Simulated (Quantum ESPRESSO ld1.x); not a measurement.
Run report: Pr, atomic calculation

System: a free Pr atom in the configuration [Xe] 4f3 5d1 6s1 (high spin).
Method: scalar-relativistic Kohn-Sham, LDA (Slater exchange, Perdew-Wang correlation), spin-polarised, spherical densities, point nucleus (Quantum ESPRESSO ld1.x 7.5).

**Input**
```
 &input
    zed=59.0,
    iswitch=1,
    rel=1,
    lsd=1,
    dft='PW',
    config='[Xe] 4f3 5d1 6s1',
    verbosity='high',
    prefix='ld1',
    max_out_wfc=37,
    file_charge='ld1.rho',
 /
```

Hardware: 1 CPU thread, shared host.

**Output**
```
     Program LD1 v.7.5 starts

     --------------------------- All-electron run ----------------------------

     scalar relativistic calculation

     atomic number is 59.00
     dft =PW   lsd =1 sic =0 latt =0  beta=0.20 tr2=1.0E-14
     Exchange-correlation= PW
                           (   1   4   0   0   0   0   0)
     mesh =2087 r(mesh) = 100.53064 a.u. xmin = -8.00 dx = 0.00800
     1 Ry =  13.60569312 eV, c = 137.03599908

     n l     nl                  e(Ry)          e(Ha)          e(eV)
     1 0     1S 1( 1.00)   -3070.308140455   -1535.154070227 -41773.6703521
     2 0     2S 1( 1.00)    -493.914990206    -246.957495103  -6720.0557856
     2 1     2P 1( 3.00)    -442.140286211    -221.070143106  -6015.6250515
     3 0     3S 1( 1.00)    -106.456711826     -53.228355913  -1448.4173520
     3 1     3P 1( 3.00)     -90.057280612     -45.028640306  -1225.2917235
     4 0     4S 1( 1.00)     -21.102895771     -10.551447885   -287.1195239
     4 1     4P 1( 3.00)     -15.741307324      -7.870653662   -214.1713968
     3 2     3D 1( 5.00)     -66.970905623     -33.485452811   -911.1855901
     5 0     5S 1( 1.00)      -2.816877801      -1.408438901    -38.3255749
     5 1     5P 1( 3.00)      -1.524268182      -0.762134091    -20.7387251
     4 2     4D 1( 5.00)      -8.072231744      -4.036115872   -109.8283079
     4 3     4F 1( 3.00)      -0.060104028      -0.030052014     -0.8177570
     5 2     5D 1( 1.00)      -0.129564836      -0.064782418     -1.7628194
     6 0     6S 1( 1.00)      -0.254620822      -0.127310411     -3.4642928
     1 0     1S 2( 1.00)   -3070.307736879   -1535.153868440 -41773.6648611
     2 0     2S 2( 1.00)    -493.912119152    -246.956059576  -6720.0167229
     2 1     2P 2( 3.00)    -442.138170917    -221.069085458  -6015.5962715
     3 0     3S 2( 1.00)    -106.401266494     -53.200633247  -1447.6629798
     3 1     3P 2( 3.00)     -90.002251673     -45.001125837  -1224.5430166
     4 0     4S 2( 1.00)     -20.955581274     -10.477790637   -285.1152080
     4 1     4P 2( 3.00)     -15.593010882      -7.796505441   -212.1537209
     3 2     3D 2( 5.00)     -66.927041006     -33.463520503   -910.5887816
     5 0     5S 2( 1.00)      -2.704648264      -1.352324132    -36.7986143
     5 1     5P 2( 3.00)      -1.424510792      -0.712255396    -19.3814567
     4 2     4D 2( 5.00)      -7.923223983      -3.961611991   -107.8009541
     4 3     4F 2( 0.00)       0.001187528       0.000593764      0.0161571
     5 2     5D 2( 0.00)      -0.050450720      -0.025225360     -0.6864170
     6 0     6S 2( 0.00)      -0.178780044      -0.089390022     -2.4324264

     final scf error:  5.3E-15 reached in  42 iterations

     Etot =  -18461.231303 Ry,   -9230.615651 Ha, -251177.847780 eV
     Total magnetization:    5.00 Bohr mag.

     Ekin =   19603.414531 Ry,    9801.707265 Ha,  266718.042269 eV
     Encl =  -44809.480677 Ry,  -22404.740339 Ha, -609664.043096 eV
     Eh   =    7163.108270 Ry,    3581.554135 Ha,   97459.052929 eV
     Exc  =    -418.273426 Ry,    -209.136713 Ha,   -5690.899881 eV

     normalization and overlap integrals

     s(1S/1S) =  1.000000  <r> =   0.0241  <r2> =    0.0008  r(max) =   0.0154
     s(1S/2S) = -0.019065
     s(1S/3S) = -0.008177
     s(1S/4S) = -0.003898
     s(1S/5S) = -0.001607
     s(1S/6S) = -0.000477
     s(2S/2S) =  1.000000  <r> =   0.1031  <r2> =    0.0126  r(max) =   0.0874
     s(2S/3S) = -0.005094
     s(2S/4S) = -0.002328
     s(2S/5S) = -0.000952
     s(2S/6S) = -0.000282
     s(2P/2P) =  1.000000  <r> =   0.0906  <r2> =    0.0100  r(max) =   0.0704
     s(2P/3P) = -0.004131
     s(2P/4P) = -0.001784
     s(2P/5P) = -0.000648
     s(3S/3S) =  1.000000  <r> =   0.2727  <r2> =    0.0850  r(max) =   0.2492
     s(3S/4S) = -0.001614
     s(3S/5S) = -0.000640
     s(3S/6S) = -0.000189
     s(3P/3P) =  1.000000  <r> =   0.2708  <r2> =    0.0850  r(max) =   0.2433
     s(3P/4P) = -0.001379
     s(3P/5P) = -0.000487
     s(4S/4S) =  1.000000  <r> =   0.6229  <r2> =    0.4379  r(max) =   0.5772
     s(4S/5S) = -0.000428
     s(4S/6S) = -0.000125
     s(4P/4P) =  1.000000  <r> =   0.6599  <r2> =    0.4953  r(max) =   0.6056
     s(4P/5P) = -0.000327
     s(3D/3D) =  1.000000  <r> =   0.2477  <r2> =    0.0723  r(max) =   0.2008
     s(3D/4D) = -0.000980
     s(3D/5D) = -0.000186
     s(5S/5S) =  1.000000  <r> =   1.5059  <r2> =    2.5547  r(max) =   1.3478
     s(5S/6S) = -0.000066
     s(5P/5P) =  1.000000  <r> =   1.7756  <r2> =    3.5936  r(max) =   1.5318
     s(4D/4D) =  1.000000  <r> =   0.7276  <r2> =    0.6147  r(max) =   0.6354
     s(4D/5D) = -0.000132
     s(4F/4F) =  1.000002  <r> =   1.2284  <r2> =    2.2964  r(max) =   0.6938
     s(5D/5D) =  1.000000  <r> =   3.5189  <r2> =   15.4304  r(max) =   2.3785
     s(6S/6S) =  1.000000  <r> =   4.5122  <r2> =   23.0974  r(max) =   3.8438
     s(1S/1S) =  1.000000  <r> =   0.0241  <r2> =    0.0008  r(max) =   0.0154
     s(1S/2S) = -0.019065
     s(1S/3S) = -0.008180
     s(1S/4S) = -0.003899
     s(1S/5S) = -0.001595
     s(1S/6S) = -0.000445
     s(2S/2S) =  1.000000  <r> =   0.1031  <r2> =    0.0126  r(max) =   0.0874
     s(2S/3S) = -0.005096
     s(2S/4S) = -0.002329
     s(2S/5S) = -0.000944
     s(2S/6S) = -0.000264
     s(2P/2P) =  1.000000  <r> =   0.0906  <r2> =    0.0100  r(max) =   0.0704
     s(2P/3P) = -0.004133
     s(2P/4P) = -0.001784
     s(2P/5P) = -0.000642
     s(3S/3S) =  1.000000  <r> =   0.2727  <r2> =    0.0849  r(max) =   0.2492
     s(3S/4S) = -0.001615
     s(3S/5S) = -0.000636
     s(3S/6S) = -0.000177
     s(3P/3P) =  1.000000  <r> =   0.2707  <r2> =    0.0849  r(max) =   0.2433
     s(3P/4P) = -0.001380
     s(3P/5P) = -0.000482
     s(4S/4S) =  1.000000  <r> =   0.6227  <r2> =    0.4377  r(max) =   0.5772
     s(4S/5S) = -0.000425
     s(4S/6S) = -0.000117
     s(4P/4P) =  1.000000  <r> =   0.6597  <r2> =    0.4951  r(max) =   0.6056
     s(4P/5P) = -0.000324
     s(3D/3D) =  1.000000  <r> =   0.2476  <r2> =    0.0722  r(max) =   0.2008
     s(3D/4D) = -0.000981
     s(3D/5D) = -0.000173
     s(5S/5S) =  1.000000  <r> =   1.5126  <r2> =    2.5773  r(max) =   1.3478
     s(5S/6S) = -0.000061
     s(5P/5P) =  1.000000  <r> =   1.7841  <r2> =    3.6267  r(max) =   1.5441
     s(4D/4D) =  1.000000  <r> =   0.7276  <r2> =    0.6149  r(max) =   0.6354
     s(4D/5D) = -0.000123
     s(4F/4F) =  0.000000  <r> =   0.0000  <r2> =    0.0000  r(max) = 100.5306
     s(5D/5D) =  1.000000  <r> =   3.9921  <r2> =   21.0892  r(max) =   2.3976
     s(6S/6S) =  1.000000  <r> =   4.8197  <r2> =   26.7133  r(max) =   3.9372

     ------------------------ End of All-electron run ------------------------
```

**Orbitals**

| orbital | occupation | energy (eV) | ⟨r⟩ (bohr) | outer maximum (bohr) |
| --- | --- | --- | --- | --- |
| 1s up | 1 | −41773.7 | 0.02411 | 0.0154 |
| 1s down | 1 | −41773.7 | 0.02411 | 0.0154 |
| 2s up | 1 | −6720.1 | 0.1031 | 0.0874 |
| 2s down | 1 | −6720.0 | 0.1031 | 0.0874 |
| 2p up | 3 | −6015.6 | 0.09058 | 0.0704 |
| 2p down | 3 | −6015.6 | 0.09058 | 0.0704 |
| 3s up | 1 | −1448.4 | 0.2727 | 0.249 |
| 3s down | 1 | −1447.7 | 0.2727 | 0.249 |
| 3p up | 3 | −1225.3 | 0.2708 | 0.243 |
| 3p down | 3 | −1224.5 | 0.2707 | 0.243 |
| 3d up | 5 | −911.186 | 0.2477 | 0.201 |
| 3d down | 5 | −910.589 | 0.2476 | 0.201 |
| 4s up | 1 | −287.120 | 0.6229 | 0.577 |
| 4s down | 1 | −285.115 | 0.6227 | 0.577 |
| 4p up | 3 | −214.171 | 0.6599 | 0.606 |
| 4p down | 3 | −212.154 | 0.6597 | 0.606 |
| 4d up | 5 | −109.828 | 0.7276 | 0.635 |
| 4d down | 5 | −107.801 | 0.7276 | 0.635 |
| 5s up | 1 | −38.326 | 1.506 | 1.35 |
| 5s down | 1 | −36.799 | 1.513 | 1.35 |
| 5p up | 3 | −20.739 | 1.776 | 1.53 |
| 5p down | 3 | −19.381 | 1.784 | 1.54 |
| 6s up | 1 | −3.464 | 4.512 | 3.84 |
| 6s down | 0 | −2.432 | 4.820 | 3.94 |
| 5d up | 1 | −1.763 | 3.519 | 2.38 |
| 4f up | 3 | −0.818 | 1.228 | 0.694 |
| 5d down | 0 | −0.686 | 3.992 | 2.40 |

**Slater integrals of the outer shells (hartree)**

| integral | value |
| --- | --- |
| F0(4f,4f) | 0.7989 |
| F2(4f,4f) | 0.3571 |
| F4(4f,4f) | 0.2202 |
| F6(4f,4f) | 0.1574 |
| F0(4f,5d) | 0.3468 |
| F2(4f,5d) | 0.0850 |
| F4(4f,5d) | 0.0428 |
| G1(4f,5d) | 0.0579 |
| G3(4f,5d) | 0.0392 |
| G5(4f,5d) | 0.0282 |
| F0(4f,6s) | 0.2578 |
| G3(4f,6s) | 0.0134 |
| F0(4f,5p) | 0.5796 |
| F2(4f,5p) | 0.2180 |

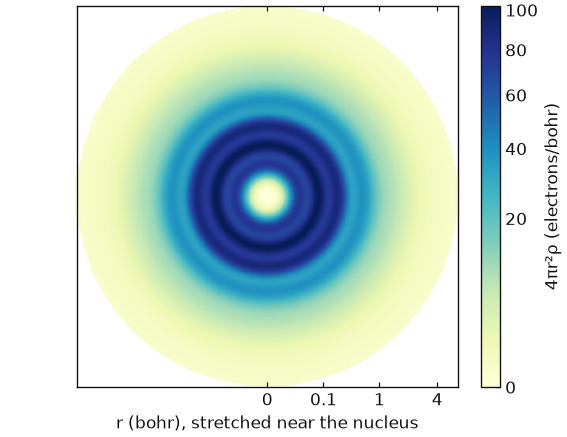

**Figure 1.** The radial density 4πr²ρ as a disc about the nucleus, with the radius drawn as r to the power 0.3. There are 4 maxima, at r = 0.0168, 0.0745, 0.209 and 0.582 bohr, parted by minima at 0.0321, 0.138 and 0.423 bohr, inside which lie 1.9, 11.2 and 29.1 electrons. The configuration has 6 principal shells, so not every shell has a maximum of its own.

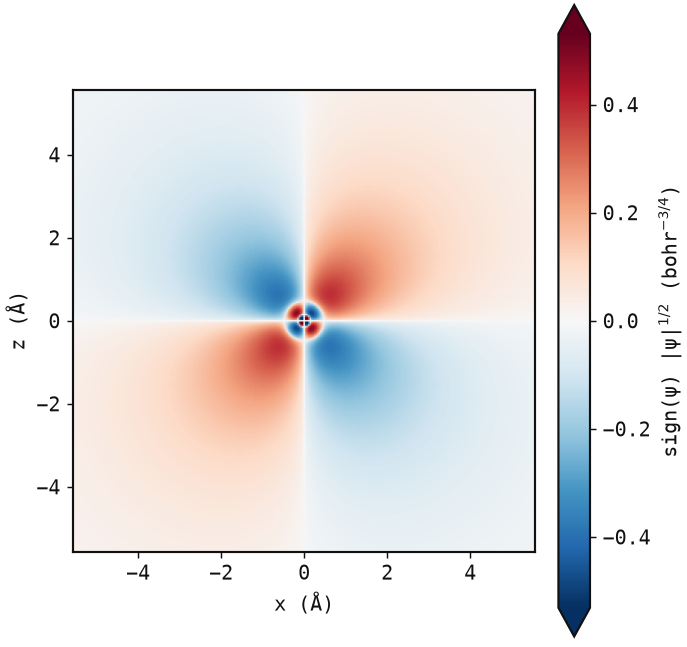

**Figure 2.** One occupied orbital of up spin is shown. In the xz plane through the nucleus, the colour gives the signed square root of ψ. (1 bohr = 0.529 Å.) The radial function comes from the spherical calculation and is multiplied by a real spherical harmonic; the overall sign is chosen so that the largest lobe of P(r) is positive; at the scalar-relativistic level it is the large component. It is 5d(xz) of up spin. It has the nodal planes xy and yz and 2 radial nodes, at r = 0.291 and 0.906 bohr. The outermost maximum of P² lies at 2.38 bohr, ⟨r⟩ = 3.52 bohr, 90 % of the charge lies within 5.85 bohr, and the eigenvalue is −1.76 eV, with 1 electron in the shell for this spin.

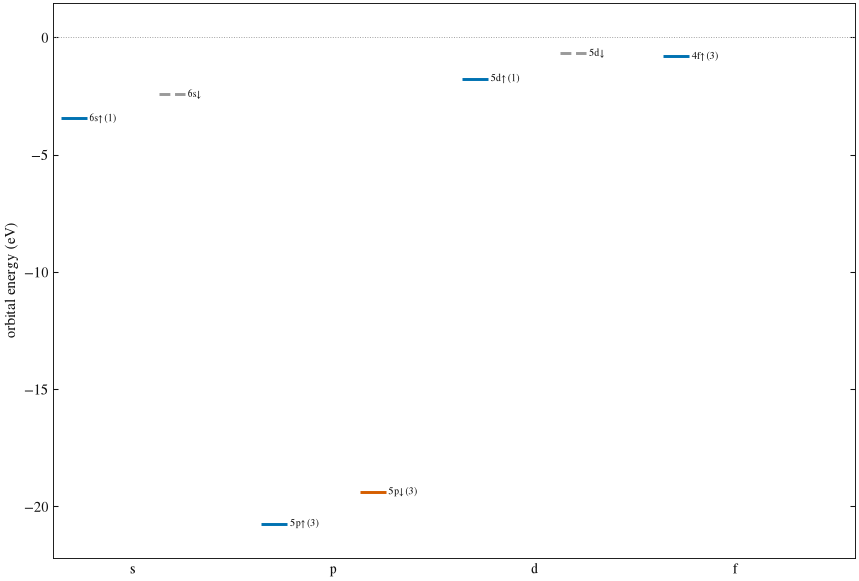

**Figure 3.** The outer levels are drawn by angular momentum (occupations in brackets, up spins at the left of each column and down spins at the right, empty levels dashed). The highest occupied level is 4f up at −0.818 eV. From the top down the occupied levels run 4f up (−0.818 eV), 5d up (−1.76 eV), 6s up (−3.46 eV), 5p down (−19.4 eV), 5p up (−20.7 eV). The lowest empty level drawn is 6s down at −2.43 eV. The largest exchange splitting (down less up) among the shells drawn in both spins is that of 5p, 1.36 eV. The order isn't aufbau: the empty 6s down level lies under the highest occupied one.

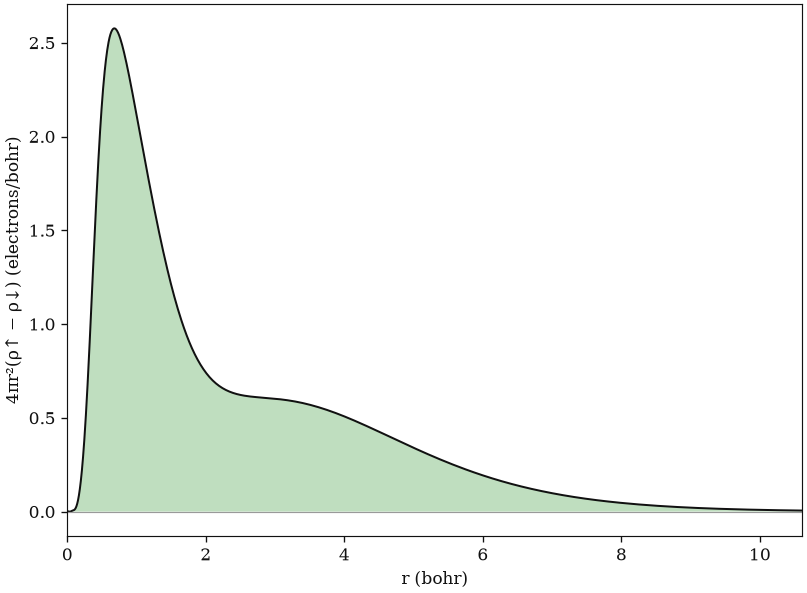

**Figure 4.** The radial spin density. The curve integrates to 5 unpaired electrons, held by 4f (+3), 5d (+1) and 6s (+1). Its largest value, 2.58 electrons/bohr, lies near r = 0.68 bohr. Regions of the opposite sign are negligible.

**Summary**

```
                       quantity                value
                        outcome            converged
                   total energy   −9230.6157 hartree
                 kinetic energy    9801.7073 hartree
        electron–nucleus energy  −22404.7403 hartree
                 Hartree energy    3581.5541 hartree
    exchange–correlation energy  −209.136713 hartree
radius at density 0.001 e/bohr³            5.11 bohr
                 SCF iterations                   42
                      wall time                1.2 s
```
